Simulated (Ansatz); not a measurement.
# How many bands does the GW gap of TlSb4F13 (I4/m) need?, part 2 of 2

How do accuracy and time trade against each other in G0W0 on TlSb4F13 (I4/m)?

Ansatz 0.2.0; G0W0 on PBE, plane waves, PAW; PAW set soft_1. Known limits of the many-body steps: not at the basis limit; no spin-orbit coupling; coarse k mesh.

So far. Step 4 (1029 empty bands, screening to 130 eV): Against the run with 4×4×4 mesh, 478 empty bands, screening to 78 eV, PAW set soft_1 files, the gap moves by +0.015 eV.

## 5. Changing the k mesh: 2×2×2 mesh, 478 empty bands, screening to 78 eV, PAW set soft_1 files

Only the mesh changes. It samples the long-range screening, which converges on its own terms. Bands and cutoff differ from the step before, so it is read against an earlier run that matches them.

The input, input.yaml:

```yaml
crystal:
  lattice:
    - [-4.8185, 4.8185, 3.292]
    - [4.8185, -4.8185, 3.292]
    - [4.8185, 4.8185, -3.292]
  atoms:
    - { symbol: Tl, position: [0.5, 0.5, 0.0] }
    - { symbol: Sb, position: [0.0066871975, 0.277466579, 0.2841537765] }
    - { symbol: Sb, position: [0.277466579, 0.9933128025, 0.2707793815] }
    - { symbol: Sb, position: [0.9933128025, 0.722533421, 0.7158462235] }
    - { symbol: Sb, position: [0.722533421, 0.0066871975, 0.7292206185] }
    - { symbol: F, position: [0.0, 0.0, 0.0] }
    - { symbol: F, position: [0.5610386725, 0.8772598836, 0.4382985561] }
    - { symbol: F, position: [0.8772598836, 0.4389613275, 0.3162212112] }
    - { symbol: F, position: [0.4389613275, 0.1227401164, 0.5617014439] }
    - { symbol: F, position: [0.1227401164, 0.5610386725, 0.6837787888] }
    - { symbol: F, position: [0.430173073, 0.3339653296, 0.3219280492] }
    - { symbol: F, position: [0.3339653296, 0.0120372804, 0.9037922566] }
    - { symbol: F, position: [0.0120372804, 0.1082450237, 0.6780719508] }
    - { symbol: F, position: [0.1082450237, 0.430173073, 0.0962077434] }
    - { symbol: F, position: [0.569826927, 0.6660346704, 0.6780719508] }
    - { symbol: F, position: [0.6660346704, 0.9879627196, 0.0962077434] }
    - { symbol: F, position: [0.9879627196, 0.8917549763, 0.3219280492] }
    - { symbol: F, position: [0.8917549763, 0.569826927, 0.9037922566] }
kpoints:
  mp_grid: { grid: [2, 2, 2] }
hamiltonian:
  xc: pbe
  pseudopotentials: { kind: paw, azcp: { folder: soft_1 } }
scf:
  occupations: { method: fixed }
gw:
  n_empty_bands: 478
  ecut_chi: 78
  qp_bands: [v4, c4]
  qp_kpoints: band_edges
  screening: { model: contour_deformation }
```

Started as:

```sh
> ansatz run input.yaml --threads 2 --pin off --max-ram 92160MiB --backend cuda --events-out ev --progress --plain --runs-dir out --devices 1 --max-vram 13GiB
```

Numbers of over 12 decimals in the logs are rounded to 6 here.

The log of the run:

```text
GPUs: using 1 of 1 available (devices: 1).
[...]
GPU FFT provider: cuFFT
GPU libraries: cuBLAS 13.8.2, cuFFT 12.4.0, cuSOLVER 12.3.4
Crystal: 18 atoms, lattice volume = 305.734 Å³
Basis set: ecut = 420 eV, 6007 PW (Γ)
Bands: 100, of which v1, the nominal top of the filled ones, is band 82 counted from 1 (81 counted from 0)
Symmetry: 8 space group operations
[...]
k-points: 4 of 8
[...]
0    86      8.7401   -10.0894    -3.2745   -14.7159  0.8220    10.1136    10.0921  root
[...]
3    83      7.9600   -10.6727    -2.9024   -14.7977  0.8255     9.1975     9.1826  root
     3    84      8.1127    -9.5971    -3.1482   -13.9073  0.8305     9.2881     9.2747  root
     3    85      8.1724   -10.8306    -3.1400   -15.2581  0.8258     9.4767     9.4599  root
     3    86      8.8261    -9.1742    -3.2120   -13.6121  0.8370    10.0671    10.0520  root
[key lines of the parts left out:]
SCF converged after 12 iterations
Free energy (F): -47896.982768 eV
Fermi energy:    3.100635 eV
```

Run time: 22 s. Hardware: 1 × NVIDIA H100 80GB HBM3 (shared by 6 runs) with 2 threads of AMD EPYC 7R13 (Zen 3), shared host; peak memory 1.5 GiB.

Numbers from this step:

- bands summed: 560
- RPA ε∞ on this mesh (eigenvalues): 2.625, 2.764, 2.764
- plane waves in the screening matrix: 473
- G0W0 gap on the mesh: 7.346 eV
- k of the valence top: 0, 0, -0.5
- k of the conduction bottom: -0.5, -0.5, -0.5
- starting gap on the mesh: 4.859 eV
- least direct G0W0 gap on the computed points: 7.420 eV

Against the run with 4×4×4 mesh, 478 empty bands, screening to 78 eV, PAW set soft_1 files, the gap moves by +0.010 eV, while the start moved by +0.05 eV. A band edge is found at another k point on this mesh.

## 6. Changing the frequency model: 4×4×4 mesh, 1029 empty bands, screening to 130 eV, plasmon pole, PAW set soft_1 files

A plasmon pole stands in for the full frequency dependence of the screening; this run shows what that costs in accuracy. Bands and cutoff differ from the step before, so it is read against an earlier run that matches them.

Changes to input.yaml since step 5:

```diff
@@ -25,3 +25,3 @@
 kpoints:
-  mp_grid: { grid: [2, 2, 2] }
+  mp_grid: { grid: [4, 4, 4] }
 hamiltonian:
@@ -32,6 +32,6 @@
 gw:
-  n_empty_bands: 478
-  ecut_chi: 78
+  n_empty_bands: 1029
+  ecut_chi: 130.0
   qp_bands: [v4, c4]
   qp_kpoints: band_edges
-  screening: { model: contour_deformation }
+  screening: { model: godby_needs }
```

The log of the run:

```text
GPUs: using 1 of 1 available (devices: 1).
[...]
GPU FFT provider: cuFFT
GPU libraries: cuBLAS 13.8.2, cuFFT 12.4.0, cuSOLVER 12.3.4
Crystal: 18 atoms, lattice volume = 305.734 Å³
Basis set: ecut = 420 eV, 6007 PW (Γ)
Bands: 100, of which v1, the nominal top of the filled ones, is band 82 counted from 1 (81 counted from 0)
Symmetry: 8 space group operations
[...]
k-points: 14 of 64
[...]
0    86      8.7401   -10.1173    -3.3216   -14.7159  0.8429    10.0241    10.0171  root
[...]
13    83      7.9599   -10.7070    -2.9341   -14.7974  0.8433     9.1210     9.1161  root
    13    84      8.1125    -9.6387    -3.1976   -13.9074  0.8484     9.1880     9.1835  root
    13    85      8.1722   -10.8745    -3.1900   -15.2582  0.8438     9.3716     9.3659  root
    13    86      8.8261    -9.2098    -3.2685   -13.6129  0.8545     9.9655     9.9607  root
[key lines of the parts left out:]
SCF converged after 12 iterations
Free energy (F): -47896.985239 eV
Fermi energy:    3.135090 eV
```

It took 9 min on 1 × NVIDIA H100 80GB HBM3 (shared by 6 runs) with 2 threads; peak memory 14 GiB.

Numbers from this step:

| Item | Value |
| --- | --- |
| bands summed | 1111 |
| plasmon-pole fit frequency | 27.20 eV |
| RPA ε∞ on this mesh (eigenvalues) | 2.616, 2.752, 2.752 |
| plane waves in the screening matrix | 999 |
| G0W0 gap on the mesh | 7.412 eV |
| k of the valence top | 0, 0, -0.5 |
| k of the conduction bottom | 0.25, 0.25, -0.25 |
| starting gap on the mesh | 4.812 eV |
| least direct G0W0 gap on the computed points | 7.482 eV |

Against the run with 4×4×4 mesh, 1029 empty bands, screening to 130 eV, PAW set soft_1 files, the gap moves by +0.06 eV.

## 7. The runs together

Times are wall times on 1 × NVIDIA H100 80GB HBM3 (shared by 6 runs) with 2 threads of AMD EPYC 7R13 (Zen 3), shared host, good to a factor of about two.

| mesh | files | frequency | bands summed | cutoff (eV) | start (eV) | G0W0 (eV) | time | host memory (GiB) |
| --- | --- | --- | --- | --- | --- | --- | --- | --- |
| 4×4×4 | PAW set soft_1 | contour deformation | 251 | 39 | 4.812 | 7.495 | 39 s | 1.5 |
| 4×4×4 | PAW set soft_1 | contour deformation | 560 | 78 | 4.812 | 7.336 | 100 s | 2.4 |
| 4×4×4 | PAW set soft_1 | contour deformation | 1111 | 130 | 4.812 | 7.351 | 3.8 min | 4.5 |
| 2×2×2 | PAW set soft_1 | contour deformation | 560 | 78 | 4.859 | 7.346 | 22 s | 1.5 |
| 4×4×4 | PAW set soft_1 | plasmon pole | 1111 | 130 | 4.812 | 7.412 | 9 min | 14 |

The parts of the quasiparticle energy at the two band edges (eV; QP = start + Σx + Σc − Vxc):

| run | edge | start | Σx | Σc | Vxc | Z | QP |
| --- | --- | --- | --- | --- | --- | --- | --- |
| 251 bands | valence top | 3.14 | -24.92 | 3.10 | -20.54 | 0.80 | 1.85 |
| 251 bands | conduction bottom | 7.95 | -11.08 | -2.69 | -15.17 | 0.83 | 9.35 |
| 560 bands | valence top | 3.07 | -25.55 | 3.27 | -21.05 | 0.79 | 1.84 |
| 560 bands | conduction bottom | 7.95 | -11.08 | -2.86 | -15.17 | 0.83 | 9.18 |
| 1111 bands | valence top | 3.07 | -25.55 | 3.13 | -21.05 | 0.79 | 1.69 |
| 1111 bands | conduction bottom | 7.95 | -11.08 | -2.99 | -15.17 | 0.82 | 9.04 |

 Where G0W0 reorders the edges (560 bands and 1111 bands), the two states listed lie further apart at the start than the starting gap.

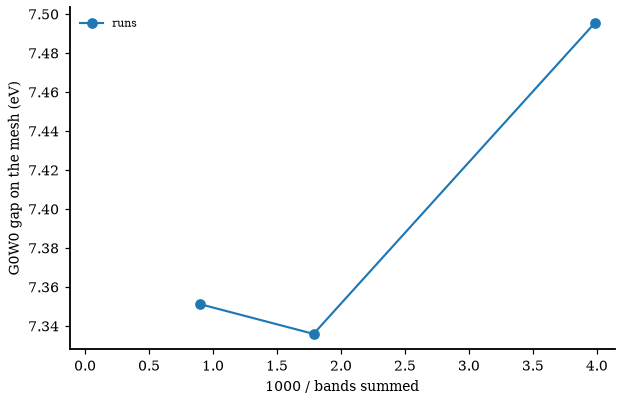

The gap against one over the number of bands.

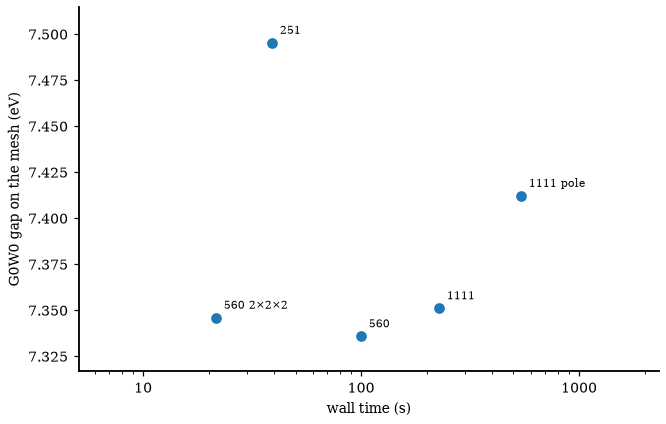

Result against wall time.

## 8. What came out

```yaml
251_bands_39_ev: 7.495 eV
560_bands_78_ev: 7.336 eV
1111_bands_130_ev: 7.351 eV
mesh_and_start: 4×4×4, PBE
```

What this shows: From 251 to 1111 bands the gap moves by −0.14 eV while the time grows 5.8-fold. The gap turns back along the series, so no limit is drawn from it. On the 2×2×2 mesh in place of 4×4×4 the gap differs by +0.01 eV, of which +0.05 eV is already in the start. The plasmon-pole model gives +0.06 eV against contour deformation, 2 % of the correction, and saved no time in this program. The many-body steps are scalar-relativistic: spin-orbit coupling is not in them.

[Paths, hosts, dates, memory and timing lines, banners, echoed tables and standing remarks are left out of the program output.]

[Logs are printed without paths, hosts, clocks, repeated set-up lines and the standing remarks that a program may print on its own settings, such as how far it seeks lower states.]

[Runs of the session that timed out or met a known fault of the program may be left out.]

[Cells called generated may have been cut or substituted from an entry of the Crystallography Open Database or the Materials Project.]

[Hosts, paths, dates, database ids (printed as entryN), source tags and the programs' standing remarks are cut or masked in the printed files.]
